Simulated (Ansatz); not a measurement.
# YSi2: stress in a strained cell

YSi2 is deformed so: equal xx and yy strain of +1 %. What stress and forces result, by LAPW, PAW and all-electron datasets made for the crystal?

Computed with Ansatz 0.2.0 (DFT PBEsol, scalar-relativistic, unless a step's input says otherwise).

### Step 1. The structure to begin with

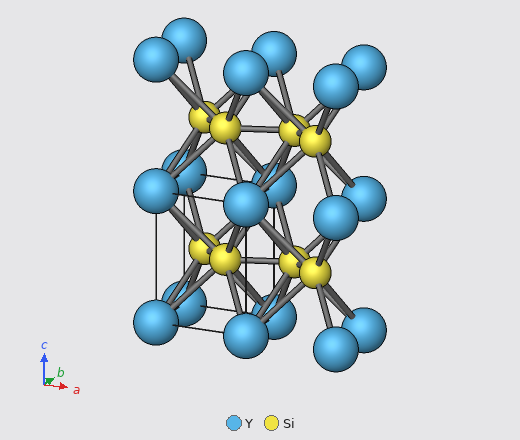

The starting structure, seen slightly off an axis (yttrium blue, silicon yellow). 2×1×2 cells are drawn. Atoms on the faces are drawn again on the opposite ones.

Structure file:

```
Y Si
1.0
     3.83000    0.00000    0.00000
    -1.91500    3.31688    0.00000
     0.00000    0.00000    4.14000
Y Si
1 2
Direct
  0.00000 0.00000 0.00000
  0.33333 0.66667 0.50000
  0.66667 0.33333 0.50000
```

Atoms are numbered in the order of the input: Y1, Si2, Si3.

### Step 2. After the deformation

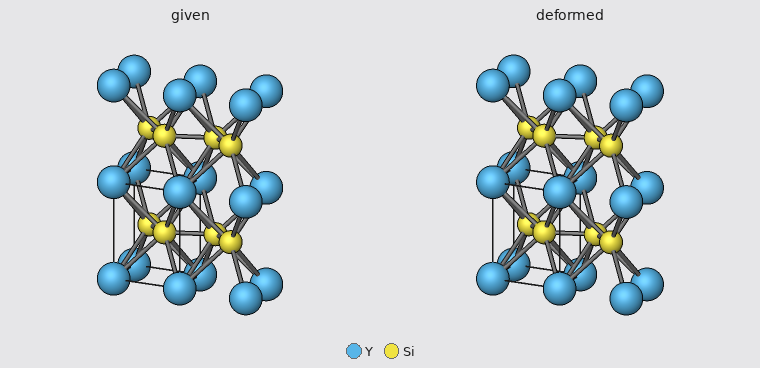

Given and deformed, at one scale.

Space group P6/mmm before, P6/mmm after.

### Step 3. All-electron LAPW

File input.yaml:

```yaml
crystal:
  lattice:
    - [3.8683011824, 0.0, 0.0]
    - [-1.9341505912, 3.3500470934, 0.0]
    - [0.0, 0.0, 4.14]
  atoms:
    - { symbol: "Y", position: [0.0, 0.0, 0.0] }
    - { symbol: Si, position: [0.3333333333, 0.6666666667, 0.5] }
    - { symbol: Si, position: [0.6666666667, 0.3333333333, 0.5] }
kpoints:
  mp_grid: { grid: [12, 12, 10] }
  band_path:
    path:
      - [0.0, 0.0, 0.0]
      - [0.5, 0.0, 0.0]
      - [0.3333333333, 0.3333333333, 0.0]
      - [0.0, 0.0, 0.0]
      - [0.0, 0.0, 0.5]
      - [0.5, 0.0, 0.5]
      - [0.3333333333, 0.3333333333, 0.5]
      - [0.0, 0.0, 0.5]
      - [0.5, 0.0, 0.5]
    npoints: 5
scf:
  occupations: { method: fermi_dirac, width: 0.05 }
hamiltonian:
  xc: pbesol
  pseudopotentials: { kind: all_electron, lapw: { basis_error: 0.001 } }
output:
  forces: true
  stress: true
  eigenvalues: true
```

Run with:

```bash
$ ansatz run input.yaml --threads 1 --pin off --max-ram 4096MiB --backend cpu --events-out ev --progress --plain --runs-dir out
```

What it wrote, shortened:

```text
LAPW: plane waves up to 8.211 Å⁻¹, error target 1.0e-3 eV per atom; small_component_spin mean_spin; Si in spheres of 1.117 Å, 12 of its electrons in bands, Dirac shells []; Y in spheres of 1.270 Å, 29 of its electrons in bands, Dirac shells []
[...]
Pseudopotentials: kind: all_electron
Pseudopotential: Y, LAPW, valence charge 29, Koelling and Harmon's equation, gaussian nucleus
Pseudopotential: Si, LAPW, valence charge 12, Koelling and Harmon's equation, gaussian nucleus
Functional definition: PBEsol
[...]
Crystal: 3 atoms, lattice volume = 53.650 Å³
Basis set: ecut = 256.8407073568537 eV, 503 PW (Γ), exchange–correlation at level 2
Bands: 32, of which v1, the nominal top of the filled ones, is band 27 counted from 1 (26 counted from 0)
Symmetry: 24 space group operations
Space group: P6/mmm (ITA 191), of the structure as read, at distance tolerance 3.8e-5 Å
k-points: 114 of 1440
[...]
SCF iter   1: F=—  HF=-107823.577106 eV  |F-HF|=—  |Δ(HF+E_count)|=         —  Δρ=2.66e-2  dr2=7.92e-1  ethr=1.49e-3  ⟨swp⟩=2.0  Hψ=23525  notcnv=0
[...]
the basis was enlarged: its passes take 169.4 KiB over the memory plan, 1 of 1 planned eigensolver slots
[...]
SCF iter   9: F=-107823.326162 eV  HF=-107823.326162 eV  |F-HF|=1.33e-8  |Δ(HF+E_count)|=   1.88e-8  Δρ=4.61e-6  dr2=1.62e-8  ethr=2.35e-10  ⟨swp⟩=2.5  Hψ=9970  notcnv=0
[...]
NSCF: frozen V_eff on 41 k-points
SCF converged after 9 iterations
Free energy (F): -107823.326162 eV
[...]
E sigma→0 (E₀):  -107823.318932 eV
Entropy (-TS):   -0.014460 eV (-4.820 meV/atom)
Fermi energy:    13.616474 eV
[...]
--- Forces (eV/Å), atoms counted from 1 ---
  atom   1  Y     -0.00000000     0.00000000     0.00000000
  atom   2  Si     0.00000000     0.00000000     0.00000000
  atom   3  Si    -0.00000000    -0.00000000     0.00000000
[...]
--- Stress (GPa, compression-positive) ---
       11.081746       0.000000      -0.000000
        0.000000      11.081746      -0.000000
       -0.000000      -0.000000      -3.279395
  P = ⅓ Tr σ = 6.2947 GPa (62.947 kbar)
--- Band table (eV; the first three rows and the last of 114) ---
[...]
```

Wall time 49 s (1 thread of Arm Neoverse V1, shared host); peak memory 0.55 GiB.

Read from it: pressure 6.29 GPa; no gap.

### Step 4. Frozen-core PAW

File input.yaml:

```yaml
crystal:
  lattice:
    - [3.8683011824, 0.0, 0.0]
    - [-1.9341505912, 3.3500470934, 0.0]
    - [0.0, 0.0, 4.14]
  atoms:
    - { symbol: "Y", position: [0.0, 0.0, 0.0] }
    - { symbol: Si, position: [0.3333333333, 0.6666666667, 0.5] }
    - { symbol: Si, position: [0.6666666667, 0.3333333333, 0.5] }
kpoints:
  mp_grid: { grid: [12, 12, 10] }
scf:
  occupations: { method: fermi_dirac, width: 0.05 }
hamiltonian:
  xc: pbesol
  pseudopotentials: { kind: paw }
output:
  forces: true
  stress: true
  eigenvalues: true
  efg: { contact_densities: true }
  write_density: true
  write_potential: true
  elf: true
  volumetric_format: npy
```

Run with:

```bash
$ ansatz run input.yaml --threads 1 --pin off --max-ram 4096MiB --backend cpu --events-out ev --progress --plain --runs-dir out
```

What it wrote, shortened:

```text
Y: output.efg is read without spin–orbit coupling, which moves field gradients at and beside such atoms by some per cent and up to a factor of two; PAW files take it under magnetization.noncollinear and magnetization.spin_orbit
[...]
Pseudopotentials: kind: paw
Pseudopotential: Y, paw, valence charge 11, recommended cutoff 420 eV (normal)
Pseudopotential: Si, paw, valence charge 4, recommended cutoff 420 eV (normal)
[... 1 set-up line as earlier in the session ...]
[...]
Crystal: 3 atoms, lattice volume = 53.650 Å³
Basis set: ecut = 420 eV, 1057 PW (Γ), exchange–correlation on 54×54×60 points (8 copies of the dense FFT grid, shifted against one another)
Bands: 14, of which v1, the nominal top of the filled ones, is band 10 counted from 1 (9 counted from 0)
[... 2 set-up lines as earlier in the session ...]
k-points: 114 of 1440
[...]
--- Stress (GPa, compression-positive) ---
       11.143623       0.000000      -0.000000
        0.000000      11.143623      -0.000000
       -0.000000      -0.000000      -3.275270
  P = ⅓ Tr σ = 6.3373 GPa (63.373 kbar)
--- PAW observables at the nuclei: V_zz in 10²¹ V/m², potentials from the cell's mean, atoms counted from 1 ---
  atom   1  Y  V_zz =    -0.678742   η = 0.0000   by run symmetry: allowed
            electrostatic potential = -5717.308742 V   contact ρ = 443141.109817 e/Å³
  atom   2  Si V_zz =    -0.805656   η = 0.0000   by run symmetry: allowed
            electrostatic potential = -1364.169880 V   contact ρ = 12760.620544 e/Å³
  atom   3  Si V_zz =    -0.805656   η = 0.0000   by run symmetry: allowed
            electrostatic potential = -1364.169880 V   contact ρ = 12760.620544 e/Å³
--- Band table (eV; the first three rows and the last of 114) ---
  k-point 0: bands = ["-30.6724", "-10.7948", "-10.6547", "-10.6547", "-0.9945", "8.4594", "8.4594", "8.7295", "9.8362", "11.7447", "12.9869", "12.9869", "14.3197", "14.3197"]
[...]
```

Run time: 9.8 s. Hardware: 1 thread of Arm Neoverse V1, shared host; peak memory 0.41 GiB.

In short: pressure 6.34 GPa; no gap; Vzz Y1 -0.68 (η = 0.00), Si2 -0.81 (η = 0.00) (10²¹ V/m²).

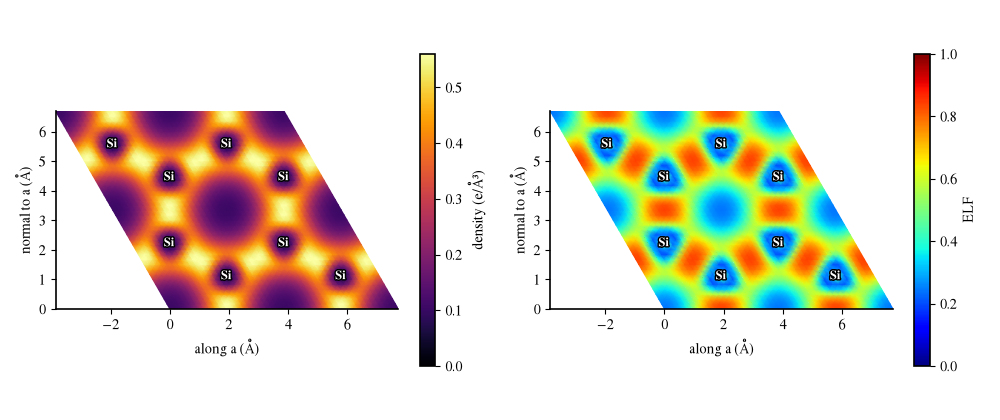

Density (left) and ELF (right) in a lattice plane of the grid's cell (edges 3.87 and 3.87 Å, at 0.500 of the third edge), which holds Si. Only atoms in the plane are labelled. Both are smooth fields of the valence electrons: close to the nuclei they are not physical.

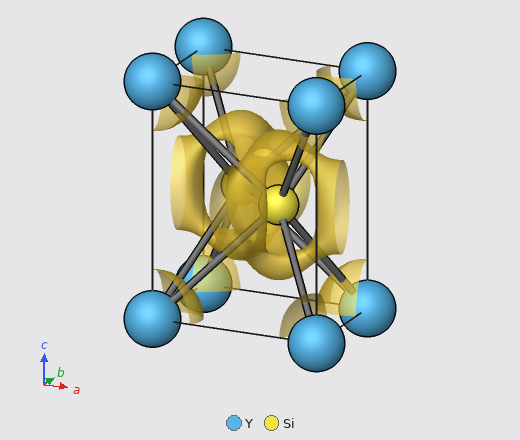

Surface of ELF = 0.72, drawn in one cell.

Outside the cores ELF peaks at 0.84 on the Si–Si line, 1.1 Å from Si; 0.78 beside Si, off the lines to its neighbours, 1.1 Å from Si.

### Step 5. Datasets made for this crystal

Edit input.yaml of step 4 so:

```diff
@@ -15,3 +15,3 @@
   xc: pbesol
-  pseudopotentials: { kind: paw }
+  pseudopotentials: { kind: all_electron, datasets: crystal }
 output:
@@ -21,5 +21 @@
   efg: { contact_densities: true }
-  write_density: true
-  write_potential: true
-  elf: true
-  volumetric_format: npy
```

Run with:

```bash
$ ansatz run input.yaml --threads 1 --pin off --max-ram 4096MiB --backend cpu --events-out ev --progress --plain --runs-dir out
```

What it wrote, shortened:

```text
[...]
Y: output.efg is read without spin–orbit coupling, which moves field gradients at and beside such atoms by some per cent and up to a factor of two; PAW files take it under magnetization.noncollinear and magnetization.spin_orbit
[...]
[... 1 set-up line as earlier in the session ...]
Pseudopotential: Y, paw, valence charge 11, recommended cutoff 220 eV (normal), Koelling and Harmon's equation, gaussian nucleus
Pseudopotential: Si, paw, valence charge 4, recommended cutoff 220 eV (normal), Koelling and Harmon's equation, gaussian nucleus
[... 1 set-up line as earlier in the session ...]
[...]
Crystal: 3 atoms, lattice volume = 53.650 Å³
Basis set: ecut = 220 eV, 395 PW (Γ), exchange–correlation on 40×40×48 points (8 copies of the dense FFT grid, shifted against one another)
Bands: 14, of which v1, the nominal top of the filled ones, is band 10 counted from 1 (9 counted from 0)
[... 1 set-up line as earlier in the session ...]
[...]
--- Stress (GPa, compression-positive) ---
       11.076464       0.000000      -0.000000
        0.000000      11.076464      -0.000000
       -0.000000      -0.000000      -3.284232
  P = ⅓ Tr σ = 6.2896 GPa (62.896 kbar)
--- PAW observables at the nuclei: V_zz in 10²¹ V/m², potentials from the cell's mean, atoms counted from 1 ---
  atom   1  Y  V_zz =    -0.671744   η = 0.0000   by run symmetry: allowed
            electrostatic potential = -5715.407097 V   contact ρ = 443205.920622 e/Å³
  atom   2  Si V_zz =    -0.928030   η = 0.0000   by run symmetry: allowed
            electrostatic potential = -1362.506654 V   contact ρ = 12769.523086 e/Å³
  atom   3  Si V_zz =    -0.928030   η = 0.0000   by run symmetry: allowed
            electrostatic potential = -1362.506654 V   contact ρ = 12769.523086 e/Å³
--- Band table (eV; the first three rows and the last of 114) ---
  k-point 0: bands = ["-28.8608", "-8.9817", "-8.8414", "-8.8414", "0.8170", "10.2706", "10.2706", "10.5405", "11.6504", "13.5549", "14.8019", "14.8019", "16.1345"]
[...]
```

It took 14 s on 1 thread of Arm Neoverse V1, shared host; peak memory 0.49 GiB.

This run gives: pressure 6.29 GPa; no gap; Vzz Y1 -0.67 (η = 0.00), Si2 -0.93 (η = 0.00) (10²¹ V/m²).

### Step 6. Side by side

Stress (GPa, compression positive):

```
          method     xx     yy     zz    yz    xz    xy
            LAPW  11.08  11.08  -3.28  0.00  0.00  0.00
             PAW  11.14  11.14  -3.28  0.00  0.00  0.00
crystal datasets  11.08  11.08  -3.28  0.00  0.00  0.00
```

| method | pressure (GPa) | Vzz Y1 (10²¹ V/m²) | Vzz Si2 (10²¹ V/m²) | SCF cycles, all passes |
| --- | --- | --- | --- | --- |
| LAPW | 6.29 | – | – | 9 |
| PAW | 6.34 | -0.68 | -0.81 | 7 |
| crystal datasets | 6.29 | -0.67 | -0.93 | 8 |

### Step 7. Outcome

| quantity | value |
| --- | --- |
| pressure | LAPW 6.29, PAW 6.34, crystal datasets 6.29 GPa |
| largest shear or deviatoric stress (LAPW) | 9.57 GPa |

**Reading.** The largest part of the stress beyond the pressure is 9.57 GPa in size, in the zz component; the atoms are carried along and not relaxed. No run of the undeformed cell stands beside it, so the pressure holds what the given cell had before the change. PAW: stress within 0.06 GPa of LAPW. Crystal datasets: stress within 0.01 GPa of LAPW.
